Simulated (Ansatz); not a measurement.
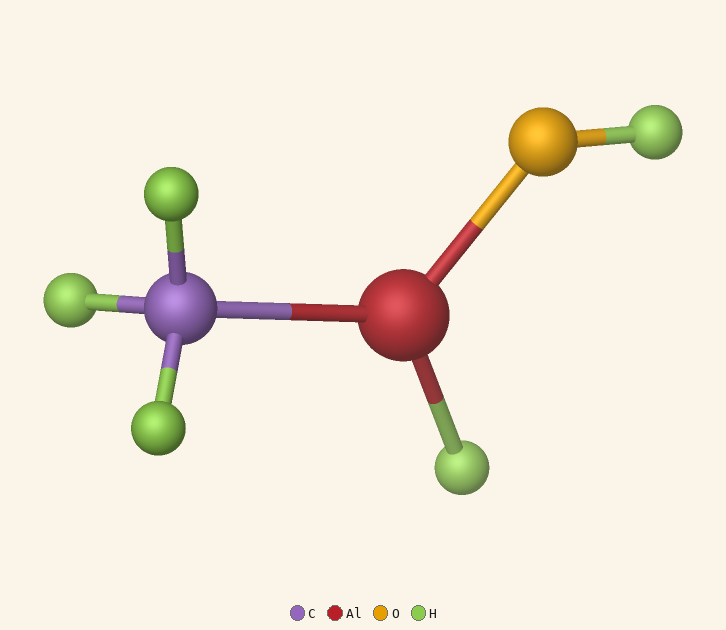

Computed geometry: PBE-D4/def2-SVP optimisation. No frequency run is at hand to confirm it as a minimum.

Draw it as a skeletal formula.

SMILES: [CH3][AlH][OH]

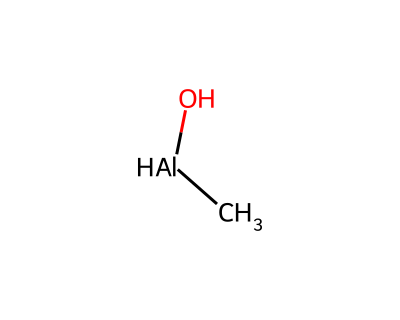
